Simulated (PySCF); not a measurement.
# BH3OSi (SMILES B1O[SiH2]1), step by step

Wanted: a geometry optimisation (HF/6-31G), then the harmonic vibrations, then a single-point energy (B3LYP5/6-31+G**), then the vertical excitations (TDA-mPW1K/6-311++G**) of BH3OSi. The job is set up through a Python script.

Program for the calculation: PySCF 2.14.0.

## Step 1: The molecule

BH3OSi has 6 atoms, charge 0, and is taken as a singlet. As SMILES, `B1O[SiH2]1`. The shape comes from a force field and isn't a relaxed structure. The run starts from this shape.

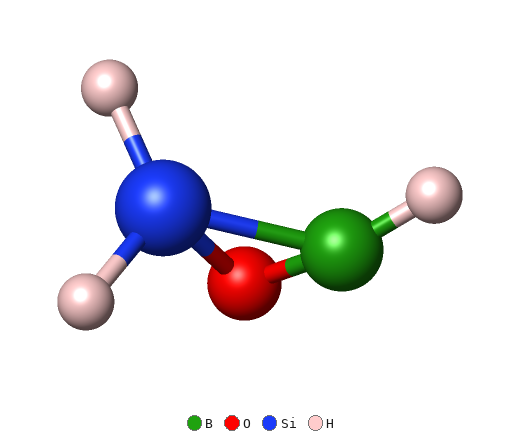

The structure, seen from a chosen angle (boron green, oxygen red, silicon blue, hydrogen pink).

## Step 2: A geometry optimisation at HF/6-31G (sfX2C, max memory mb 1860) (run 1)

input.xyz

```xyz
6
BH3OSi
B     -0.829800    -0.708400    -0.556600
O      0.366800    -1.140900     0.039800
Si     0.498000     0.521000     0.185700
H     -1.985100    -0.659600    -0.590400
H      1.555700     1.021500    -0.743700
H      0.436500     0.902300     1.619100
```

calc.py

```python
# B1O[SiH2]1
from pyscf import gto, scf
from pyscf.geomopt.geometric_solver import kernel as optimise

system = gto.M(
    atom='input.xyz',
    max_memory=1860,
    basis='6-31g',
    verbose=3,
)

hf = scf.RHF(system)
hf = hf.x2c()
converged, mol_eq = optimise(hf, maxsteps=100)
print('converged:', converged)
print(mol_eq.tostring())

hf.reset(mol_eq)
system = mol_eq
hf.kernel()
e_tot = hf.e_tot
print(f'total energy: {e_tot:.8f} hartree')
```

Command:

```sh
$ OMP_NUM_THREADS=1 python calc.py
```

The program printed:

```text
maxiter                   100
[... 39 lines left out ...]
> Convergence Criteria:
[... 20 lines left out ...]
converged SCF energy = -390.659989826101
[... 45 lines left out ...]
converged SCF energy = -390.702673175685
[... 68 lines left out ...]
converged SCF energy = -390.704453289979
[... 68 lines left out ...]
converged SCF energy = -390.705112023989
[... 68 lines left out ...]
converged SCF energy = -390.705162468415
[... 58 lines left out ...]
Converged! =D
[... 1 line left out ...]
converged: True
B          -0.94844191       -0.60453737       -0.40503846
O           0.17548536       -1.18720276        0.00614228
Si          0.46829400        0.65030028        0.20041701
H          -1.98922079       -0.94196353       -0.82428053
H           1.61102416        1.05972886       -0.65089814
H           0.72495917        0.95957452        1.62755784
converged SCF energy = -390.705164204476
total energy: -390.70516420 hartree
```

It took 32 s on 1 thread of AMD EPYC 7R43 (Zen 3), shared host; peak memory 0.14 GiB.

The path in brief:

```csv
step,energy from the first frame kept (eV),largest force (eV/Å)
0,0.0000,5.4722
1,-0.8347,2.0993
2,-1.1615,0.8992
3,-1.1820,0.7258
4,-1.1942,0.7046
5,-1.2099,0.5814
6,-1.2206,0.2619
7,-1.2231,0.3704
8,-1.2278,0.1305
9,-1.2287,0.0932
10,-1.2291,0.0408
11,-1.2292,0.0219
12,-1.2293,0.0059
13,-1.2293,0.0021
```

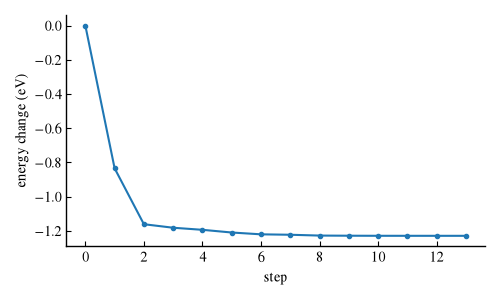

Energy along the run.

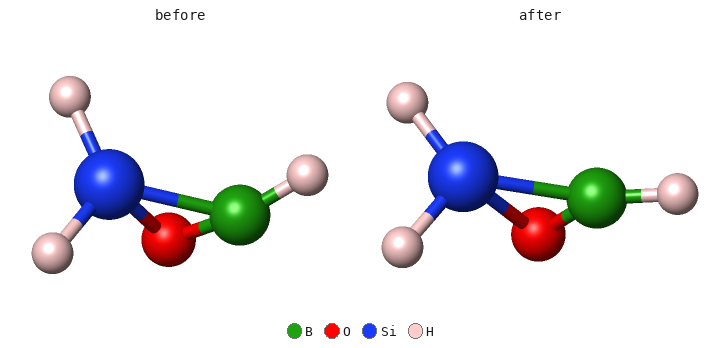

Before and after, at one scale.

After the run. Bond lengths: B1–O2 1.331 Å, B1–Si3 1.987 Å, O2–Si3 1.871 Å, B1–H4 1.172 Å, Si3–H5 1.483 Å, Si3–H6 1.483 Å. Angles: B1–O2–Si3 74.6°, O2–B1–Si3 65.2°, B1–Si3–O2 40.2°, O2–B1–H4 137.3°, Si3–B1–H4 157.6°, B1–Si3–H5 123.3°, B1–Si3–H6 123.3°, O2–Si3–H5 109.4°, O2–Si3–H6 109.4°, H5–Si3–H6 111.2°.

## Step 3: The harmonic vibrations at HF/6-31G (sfX2C, max memory mb 1860) (run 2)

start.xyz

```xyz
6
BH3OSi
B     -1.052995    -0.497832    -0.430974
O      0.070932    -1.080498    -0.019794
Si     0.363741     0.757005     0.174481
H     -2.093774    -0.835259    -0.850217
H      1.506391     1.166425    -0.676629
H      0.620326     1.066271     1.601827
```

job.py

```python
import numpy
from pyscf import gto, scf, symm
from pyscf.hessian import thermo

mol = gto.M(
    atom='start.xyz',
    basis='6-31g',
    max_memory=1860,
    verbose=3,
    spin=0,
    charge=0,
)

mf = scf.RHF(mol)
mf = mf.x2c()
mf.kernel()

e_final = mf.e_tot
print(f'total energy: {e_final:.8f} hartree')
hess = mf.Hessian().kernel()
modes = thermo.harmonic_analysis(mol, hess)
print('frequencies (1/cm)', numpy.round(modes['freq_wavenumber'], 1))
symm.geom.TOLERANCE = 1e-3  # for the symmetry number
th = thermo.thermo(mf, modes['freq_au'], 298.15, 101325)
thermo.dump_thermo(mol, th)
```

Command:

```sh
$ OMP_NUM_THREADS=1 python job.py
```

The program printed:

```text
converged SCF energy = -390.705164176348
total energy: -390.70516418 hartree
frequencies (1/cm) [ 454.7  494.1  597.2  650.2  775.2  802.2  985.8 1023.5 1386.2 2309.6
 2324.6 2872.3]
temperature 298.1500 [K]
pressure 101325.00 [Pa]
Rotational constants [GHz] 29.60342 9.00205 7.52302
Symmetry number 1
Zero-point energy (ZPE) 0.03343 [Eh]   87779.685 [J/mol]
                           tot       elec      trans        rot        vib
Entropy [J/mol/K]       266.131      0.000    159.369     94.553     12.209
Cv [J/mol/K]             53.319      0.000     12.472     12.472     28.376
Cp [J/mol/K]             61.633      0.000     20.786     12.472     28.376
Internal energy [J/mol]                      3718.434   3718.434  90480.237
Internal energy [Eh]   -390.66787  -390.70516
Enthalpy [J/mol]                             6197.391   3718.434  90480.237
Enthalpy [Eh]          -390.66693
Gibbs free energy [J/mol]                  -41318.406 -24472.683  86840.146
Gibbs free energy [Eh] -390.69715
```

Wall time 19 s (1 thread of AMD EPYC 7R43 (Zen 3), shared host); peak memory 0.15 GiB.

## Step 4: The energy at B3LYP5/6-31+G(d,p) (Cartesian functions, max memory mb 1860) (run 3)

calc.py

```python
from pyscf import gto, dft

mol = gto.M(
    atom=[
    ('B', (-0.948442, -0.604537, -0.405038)),
    ('O', (0.175485, -1.187203, 0.006142)),
    ('Si', (0.468294, 0.650300, 0.200417)),
    ('H', (-1.989221, -0.941964, -0.824281)),
    ('H', (1.611024, 1.059729, -0.650898)),
    ('H', (0.724959, 0.959575, 1.627558)),
],
    cart=True,
    spin=0,
    charge=0,
    basis='6-31+g**',
    max_memory=1860,
    verbose=4,
)

ks = dft.RKS(mol, xc='b3lyp5')
ks.kernel()

e_final = ks.e_tot
print(f'total energy: {e_final:.8f} hartree')
```

Command:

```sh
$ OMP_NUM_THREADS=1 python calc.py
```

The program printed:

```text
PySCF version 2.14.0

[... 78 lines left out ...]
converged SCF energy = -391.274001147295
total energy: -391.27400115 hartree
```

Wall time 8.4 s (1 thread of AMD EPYC 7R43 (Zen 3), shared host); peak memory 0.34 GiB.

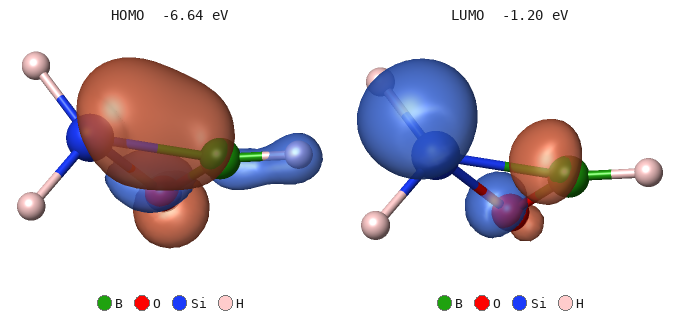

Frontier orbitals of this run, surfaces at ±0.2 Å^-3/2.

## Step 5: The excited states at TDA-mPW1K/6-311++G(d,p) (density fitting with cc-pvtz-jkfit, max memory mb 1860, spin of roots triplet) (run 4)

job.py

```python
from pyscf import gto, dft, tdscf

mol = gto.Mole()
mol.atom = [
    ('B', (-0.948442, -0.604537, -0.405038)),
    ('O', (0.175485, -1.187203, 0.006142)),
    ('Si', (0.468294, 0.650300, 0.200417)),
    ('H', (-1.989221, -0.941964, -0.824281)),
    ('H', (1.611024, 1.059729, -0.650898)),
    ('H', (0.724959, 0.959575, 1.627558)),
]
mol.charge = 0
mol.basis = '6-311++g**'
mol.max_memory = 1860
mol.verbose = 4
mol.build()

myscf = dft.RKS(mol, xc='mpw1k')
myscf = myscf.density_fit(auxbasis='cc-pvtz-jkfit')
myscf.kernel()

e_final = myscf.e_tot
print('Final energy', e_final)

td = tdscf.TDA(myscf)
td.nstates = 6
td.singlet = False
td.kernel()
td.analyze()
roots = td.e * 27.211386
```

Command:

```sh
$ OMP_NUM_THREADS=1 python job.py
```

The program printed:

```text
PySCF version 2.14.0

[... 73 lines left out ...]
converged SCF energy = -391.375026973973
Final energy -391.37502697397287
[... 32 lines left out ...]
** Transition electric dipole moments (AU) **
[... 8 lines left out ...]
** Transition velocity dipole moments (imaginary part, AU) **
state          X           Y           Z        Dip. S.      Osc.
  1        -0.0000     -0.0000     -0.0000      0.0000      0.0000
  2        -0.0000     -0.0000     -0.0000      0.0000      0.0000
  3        -0.0000     -0.0000     -0.0000      0.0000      0.0000
  4        -0.0000     -0.0000     -0.0000      0.0000      0.0000
  5        -0.0000     -0.0000     -0.0000      0.0000      0.0000
  6        -0.0000     -0.0000     -0.0000      0.0000      0.0000

** Transition magnetic dipole moments (imaginary part, AU) **
state          X           Y           Z
  1        -0.0000     -0.0000     -0.0000
  2        -0.0000     -0.0000     -0.0000
  3        -0.0000     -0.0000     -0.0000
  4        -0.0000     -0.0000     -0.0000
  5        -0.0000     -0.0000     -0.0000
  6        -0.0000     -0.0000     -0.0000
```

Run time: 1.9 min. Hardware: 1 thread of AMD EPYC 7R43 (Zen 3), shared host; peak memory 0.5 GiB.

The roots found:

```csv
excited state,energy (eV)
1,3.481
2,3.708
3,5.622
4,6.424
5,6.514
6,6.806
```

## Step 6: What came out

| quantity | value |
| --- | --- |
| run 1, HF/6-31G: total energy at the end | -390.70516 Eh |
| run 1, HF/6-31G: dipole moment | 2.44 D |
| run 1, HF/6-31G: HOMO energy | -9.54 eV |
| run 1, HF/6-31G: LUMO energy | 2.24 eV |
| run 1, HF/6-31G: HOMO–LUMO gap | 11.79 eV |
| run 2, HF/6-31G: lowest harmonic wavenumber | 455 cm⁻¹ |
| run 2, HF/6-31G: highest harmonic wavenumber | 2872 cm⁻¹ |
| run 2, HF/6-31G: zero-point energy | 87.8 kJ/mol |
| run 2, HF/6-31G: ideal-gas entropy at 298.15 K (symmetry number 1 as used) | 63.6 cal/(mol K) |
| run 3, B3LYP5/6-31+G**: total energy | -391.27400 Eh |
| run 3, B3LYP5/6-31+G**: dipole moment | 1.41 D |
| run 3, B3LYP5/6-31+G**: HOMO energy | -6.64 eV |
| run 3, B3LYP5/6-31+G**: LUMO energy | -1.20 eV |
| run 3, B3LYP5/6-31+G**: HOMO–LUMO gap | 5.44 eV |
| run 4, TDA-mPW1K/6-311++G**: ground-state or mean-field energy | -391.37503 Eh |
| run 4, TDA-mPW1K/6-311++G**: dipole moment (mPW1K Kohn–Sham density) | 1.58 D |
| run 4, TDA-mPW1K/6-311++G**: HOMO energy (mPW1K Kohn–Sham orbitals) | -7.76 eV |
| run 4, TDA-mPW1K/6-311++G**: LUMO energy (mPW1K Kohn–Sham orbitals) | -0.60 eV |
| run 4, TDA-mPW1K/6-311++G**: HOMO–LUMO gap (mPW1K Kohn–Sham orbitals) | 7.16 eV |
| run 4, TDA-mPW1K/6-311++G**: lowest triplet excitation energy | 3.48 eV |

In words: The optimisation (run 1, HF/6-31G) took 13 steps and changed the energy by -1.229 eV. Mulliken charges (run 1, HF/6-31G) run from -0.79 on O2 to +0.72 on Si3. All 12 modes are real, so the shape is a minimum at this level. Mulliken charges (run 3, B3LYP5/6-31+G**) run from -0.45 on O2 to +0.38 on Si3; in a basis this large or diffuse they mean little.
